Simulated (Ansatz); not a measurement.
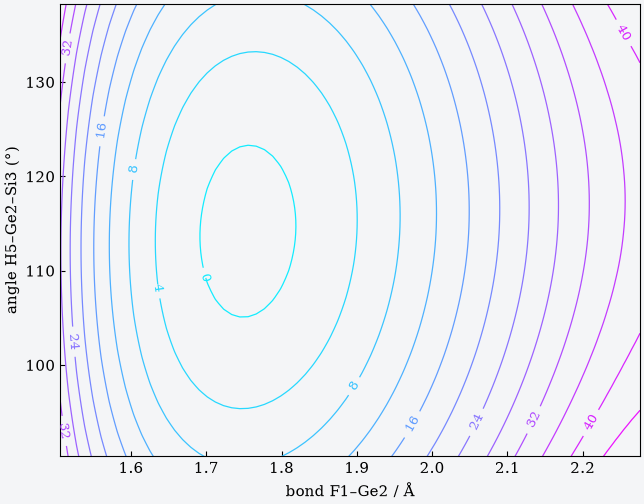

Energy landscape of FGeH5Si, SMILES [F][GeH2][SiH3]. Two internal coordinates are moved rigidly from the geometry relaxed at PBE0-D4/def2-TZVP, all others fixed. First axis: bond F1–Ge2. Second axis: angle H5–Ge2–Si3. The grid has 5 × 5 points. Energies are in kcal/mol, from the lowest grid point. All numbers below come from RHF-CCSD(T), frozen core/def2-TZVPP in Ansatz.

The picture shows contour lines labelled in kcal/mol. Between grid points the surface is interpolated. 

Q: Where are the wells?

A: The lowest grid point is at bond F1–Ge2 = 1.819 Å, angle H5–Ge2–Si3 = 114.3°. The bottom of the well lies between grid points, at about bond F1–Ge2 = 1.746 Å, angle H5–Ge2–Si3 = 114°, about 1.2 kcal/mol lower on the interpolated surface. No other kind of well shows on this grid. The highest grid point, bond F1–Ge2 = 2.276 Å, angle H5–Ge2–Si3 = 90.3°, lies 47.3 kcal/mol above the lowest. Round the minimum the two coordinates are weakly coupled (coupling −0.05 in units of the two stiffnesses).

The values on the grid:

| angle H5–Ge2–Si3 ↓, bond F1–Ge2 → | 1.506 | 1.633 | 1.819 | 2.036 | 2.276 |
| --- | --- | --- | --- | --- | --- |
| 138.3 | 38.8 | 13.2 | 7.8 | 21.2 | 42.8 |
| 126.3 | 31.4 | 6.4 | 1.9 | 16.1 | 38.3 |
| 114.3 | 28.4 | 3.9 | 0.0 | 14.8 | 37.5 |
| 102.3 | 29.7 | 5.7 | 2.2 | 17.4 | 40.4 |
| 90.3 | 35.4 | 11.7 | 8.6 | 24.1 | 47.3 |
